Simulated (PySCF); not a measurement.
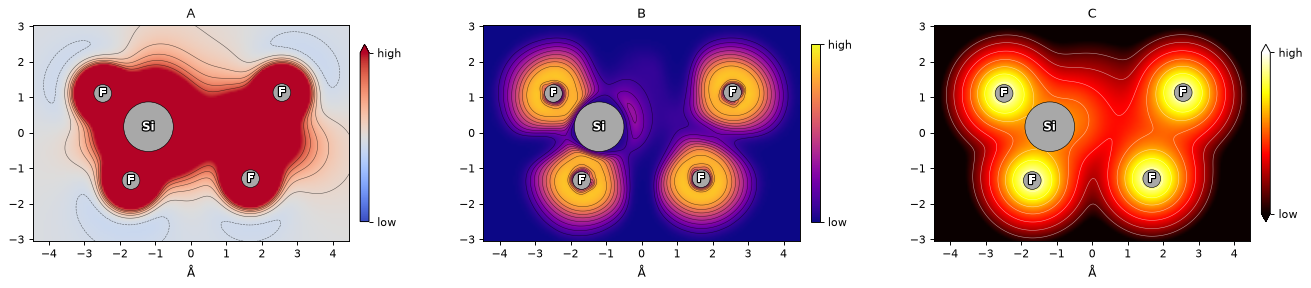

F₆SSi₂ ((F3Si)2S): 3 fields on the plane of atoms F3, Si1 and F4, with unlabelled colour scales. Grey discs cover the atomic cores.

Geometry: PBE0-D3(BJ)/def2-SVP.

Method: wB97X-D/def2-SVPD, SCF density, gas phase (PySCF 2.14.0).

Input file:

```
{"job": {"kind": "uv", "xc": "wB97X-D", "basis": "def2-SVPD", "ip": false, "nstates": 10}, "charge": 0, "multiplicity": 1}
Si     1.463632    -0.239098     0.618447
F      1.460659    -1.013072    -0.778651
F      2.898503     0.409480     0.861824
F      1.204003    -1.307359     1.771004
S      0.040198     1.317839     0.623297
Si    -1.430912     0.370540    -0.555836
F     -1.173134     0.552270    -2.116653
F     -1.493463    -1.193955    -0.242077
F     -2.836757     1.033915    -0.207034
```

Launched as:

```sh
OMP_NUM_THREADS=1 python probes_run.py task.json out
```

Question: The panels show electron density, electron localisation function and electrostatic potential in some order. Assign them.

Answer: Panel A: electrostatic potential (strongly positive close to the atoms and fading to about zero outside). Panel B: electron localisation function. Panel C: electron density. From the grid: Si–F (1.59 Å): ρ is about 1.1 e/Å³ halfway; the ELF peaks at about 0.85 in the valence shell of F, 0.5 Å from its nucleus, and is about 0.50 at the midpoint.
